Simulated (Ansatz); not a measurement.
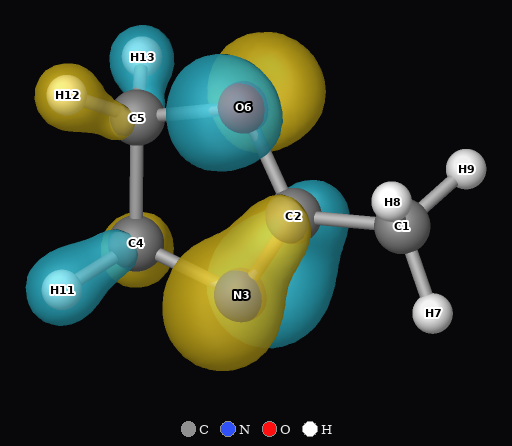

The picture shows: C₄H₇NO. One frontier orbital at ±0.15 Å⁻³ᐟ² (yellow and cyan are the two phases), seen at a tilt.

The calculation used RKS PBE-D4/6-31G (Ansatz 0.2.0).

| atom | x (Å) | y (Å) | z (Å) |
| --- | --- | --- | --- |
| C | -1.3820 | -0.8369 | 1.4673 |
| C | -0.3960 | -0.3638 | 0.4591 |
| N | 0.5325 | -1.0649 | -0.1140 |
| C | 1.2675 | -0.1427 | -1.0431 |
| C | 0.5696 | 1.2457 | -0.8997 |
| O | -0.5106 | 1.0040 | 0.1144 |
| H | -1.2359 | -1.9104 | 1.6461 |
| H | -2.4117 | -0.6572 | 1.1151 |
| H | -1.2588 | -0.2867 | 2.4160 |
| H | 2.3316 | -0.1120 | -0.7540 |
| H | 1.2081 | -0.5407 | -2.0701 |
| H | 0.0813 | 1.5960 | -1.8222 |
| H | 1.2249 | 2.0348 | -0.5000 |

Which orbital is it: HOMO or LUMO?

The HOMO, at −5.50 eV. It lies mainly on O6 (about 35 %), N3 (about 30 %) and C2 (about 10 %).
